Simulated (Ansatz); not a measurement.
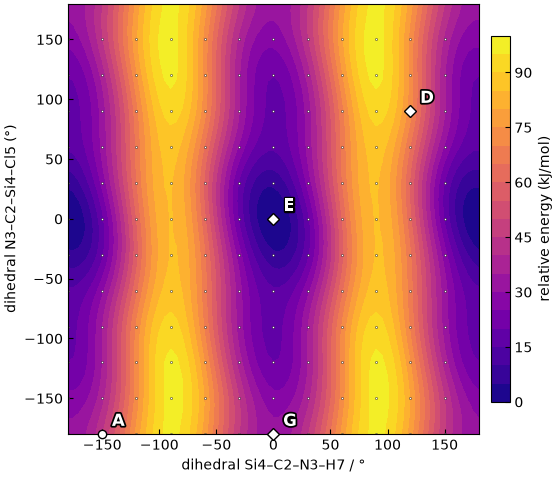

CH₅ClN₂Si, SMILES N=C(N)[SiH2]Cl. Coordinates scanned: (1) dihedral Si4–C2–N3–H7; (2) dihedral N3–C2–Si4–Cl5. Nothing is relaxed (all other coordinates rigid). The scan uses a 12 × 12 grid. Energies: kJ/mol, counted from the relaxed molecule at the same level. Theory: Ansatz 0.2.0, RKS PBE0-D4/def2-SVP.

The picture shows filled contours, dots at the grid points, lettered points. Between grid points the surface is interpolated.

Question: Rank the lettered points by energy, lowest first.

Answer: E (0 kJ/mol), G (31 kJ/mol), A (44 kJ/mol), D (71 kJ/mol).

Question: What kind of point is each of A, D, E, G: minimum, saddle, maximum or slope?

Answer: A: on a slope; D: on a slope; E: minimum; G: saddle point. (In these two coordinates alone; a stationary point may lie a little off the grid point.)
